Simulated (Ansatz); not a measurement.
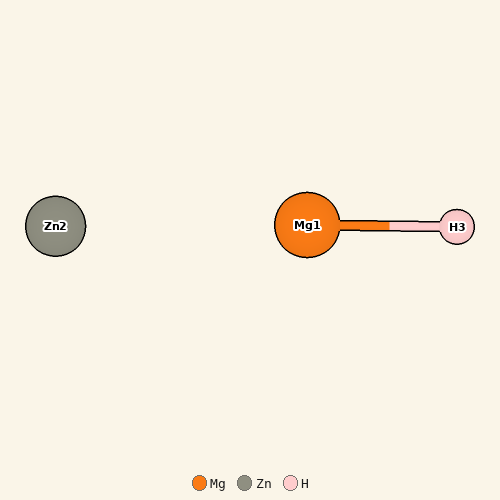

The system is HMgZn, spin multiplicity 2; the picture shows the reference structure. Coordinates scanned: (1) bond length Mg1–Zn2; (2) bond length Mg1–H3. Nothing is relaxed (all other coordinates rigid). The grid has 11 × 11 points. Points are written as (first, second). Energies: kJ/mol, counted from the lowest grid point. Theory: Ansatz, UKS PBE0-D4/def2-TZVP.

Its coordinates:

```
atom    x (Å)    y (Å)    z (Å)
  Mg  -0.3455  -0.0180  -0.1897
  Zn   2.2145   0.0417   1.2093
   H  -1.8690  -0.0237  -1.0196
```

Range: bond length Mg1–Zn2 from 2.393 to 4.377 Å; bond length Mg1–H3 from 1.457 to 2.255 Å.

### What will the energy surface look like?

The lowest grid point is at (2.988 Å, 1.776 Å). No other kind of well shows on this grid. The highest grid point, (2.393 Å, 2.255 Å), lies 93.3 kJ/mol above the lowest. Round the minimum the two coordinates are nearly uncoupled.

| bond length Mg1–H3 ↓, bond length Mg1–Zn2 → | 2.393 | 2.591 | 2.790 | 2.988 | 3.186 | 3.385 | 3.583 | 3.782 | 3.980 | 4.179 | 4.377 |
| --- | --- | --- | --- | --- | --- | --- | --- | --- | --- | --- | --- |
| 2.255 | 93.3 | 65.7 | 54.1 | 51.8 | 53.4 | 55.4 | 58.7 | 62.0 | 64.9 | 67.3 | 69.3 |
| 2.175 | 81.2 | 53.7 | 42.2 | 39.9 | 42.2 | 44.9 | 48.0 | 51.3 | 54.3 | 56.7 | 58.7 |
| 2.096 | 70.3 | 42.9 | 31.6 | 29.0 | 31.4 | 35.1 | 38.6 | 41.9 | 44.9 | 47.3 | 49.3 |
| 2.016 | 59.8 | 32.6 | 21.9 | 19.3 | 21.4 | 25.5 | 29.6 | 33.2 | 36.2 | 38.7 | 40.6 |
| 1.936 | 50.4 | 23.2 | 12.8 | 10.9 | 12.6 | 16.7 | 21.0 | 24.8 | 27.9 | 30.4 | 32.4 |
| 1.856 | 42.9 | 15.8 | 5.5 | 4.1 | 5.7 | 9.7 | 14.2 | 18.0 | 21.2 | 23.7 | 25.7 |
| 1.776 | 38.6 | 11.4 | 1.2 | 0.0 | 1.9 | 5.7 | 10.2 | 14.2 | 17.4 | 19.9 | 22.0 |
| 1.697 | 38.6 | 11.4 | 1.1 | 0.0 | 2.1 | 5.9 | 10.4 | 14.4 | 17.6 | 20.2 | 22.3 |
| 1.617 | 44.5 | 17.1 | 6.7 | 5.7 | 7.9 | 11.6 | 16.2 | 20.3 | 23.6 | 26.2 | 28.3 |
| 1.537 | 58.1 | 30.5 | 20.1 | 19.1 | 21.3 | 25.0 | 29.7 | 33.8 | 37.1 | 39.8 | 41.9 |
| 1.457 | 82.0 | 54.3 | 43.8 | 42.7 | 44.9 | 48.6 | 53.3 | 57.4 | 60.8 | 63.4 | 65.6 |

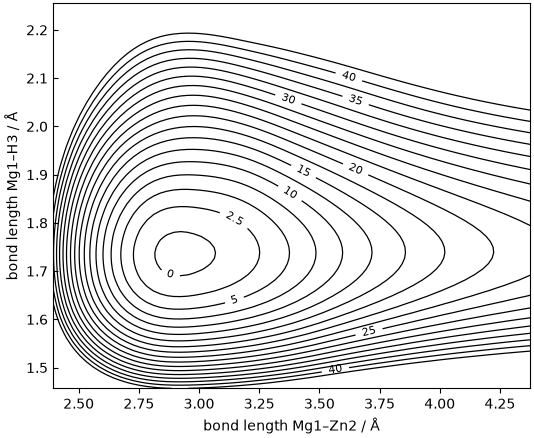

The picture shows contour lines labelled in kJ/mol (none above 42.5). Between grid points the surface is interpolated.

Time for the 121 points that were run: 11 min on 1 thread of Arm Neoverse V2 (shared host).
